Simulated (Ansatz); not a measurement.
**FH3O2Si···HBr: density, localisation and related maps**

```yaml
atoms:
  - { symbol: Si, position_ang: [-0.5103, -0.2646, 0.0808] }
  - { symbol: H, position_ang: [-1.0422, 0.1965, 1.3865] }
  - { symbol: O, position_ang: [1.0179, 0.3948, -0.0640] }
  - { symbol: H, position_ang: [1.6095, -0.0232, -0.7171] }
  - { symbol: F, position_ang: [-1.4992, 0.2932, -1.0924] }
  - { symbol: O, position_ang: [-0.3442, -1.9051, -0.1106] }
  - { symbol: H, position_ang: [-1.1298, -2.3971, -0.4069] }
  - { symbol: Br, position_ang: [2.5966, 2.2385, 2.1834] }
  - { symbol: H, position_ang: [1.8872, 1.4502, 1.1813] }
```

Method: Ansatz 0.2.0, RKS PBE/def2-SVP.

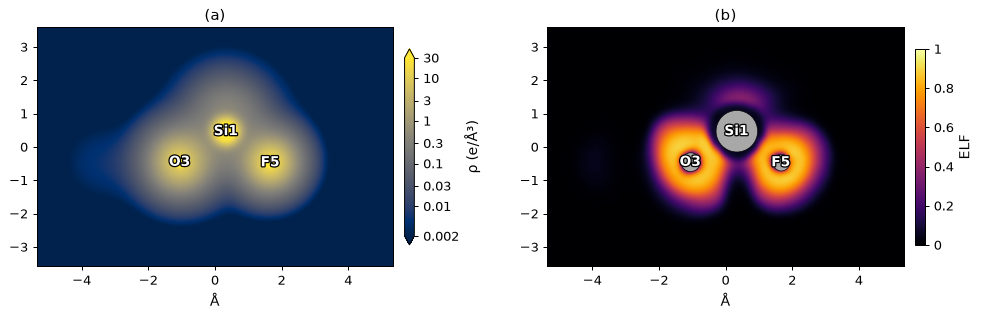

Figure 1. (a) total electron density; (b) ELF on the plane of atoms O3, Si1 and F5. Grey discs cover the atomic cores in the ELF map.

> Describe what can be read from this map.

The section cuts through Si, O and F sites. Si–F (1.63 Å): ρ is about 0.99 e/Å³ halfway; the ELF peaks at about 0.85 in the valence shell of F, 0.6 Å from its nucleus, and is about 0.45 at the midpoint. Si–O (1.67 Å): ρ is about 1.1 e/Å³ halfway; the ELF peaks at about 0.90 between the atoms, as expected for a shared but strongly polarised pair. The ELF also peaks beside O3 and F5, away from the bonds: lone-pair regions.

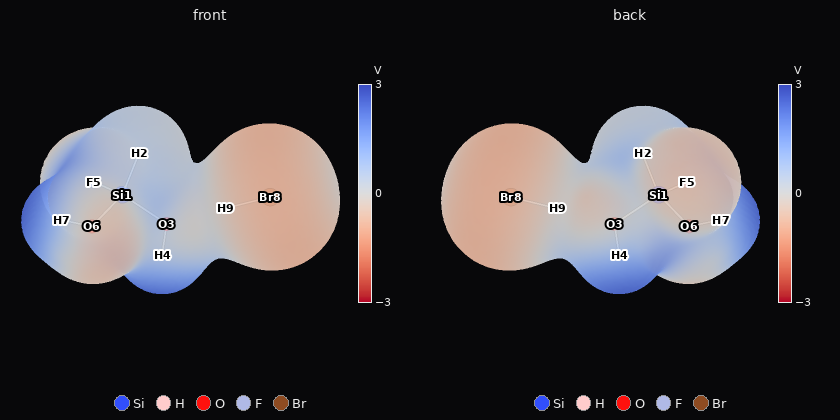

Figure 2. The molecular electrostatic potential painted on the density surface at 0.001 e/bohr³, seen from the front and from behind; the colour scale runs from red (negative) to blue (positive).

> Describe the electrostatic potential map.

The most negative region (about −0.9 V) lies over Br8, the most positive (about +2.5 V) over H4 and H7.

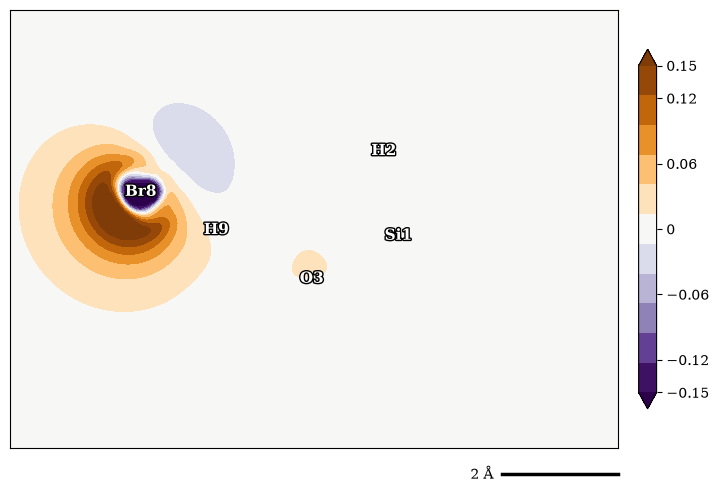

Figure 3. The HOMO on the plane of atoms H2, Si1 and O3 (values in Å⁻³ᐟ²; the overall sign is arbitrary).

> Describe this orbital and give its energy.

Its weight (Hirshfeld) is mainly on Br8 (about 95 %); largely a lone pair of Br8. Its energy is −6.37 eV.

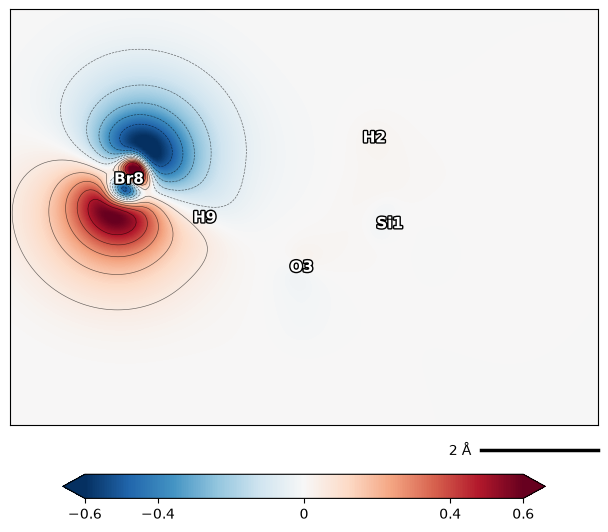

Figure 4. The HOMO−1 on the plane of atoms H2, Si1 and O3 (values in Å⁻³ᐟ²; the overall sign is arbitrary).

> Where does this orbital lie, and at what energy?

Its weight (Hirshfeld) is mainly on Br8 (about 95 %); largely a lone pair of Br8. Its energy is −6.39 eV.
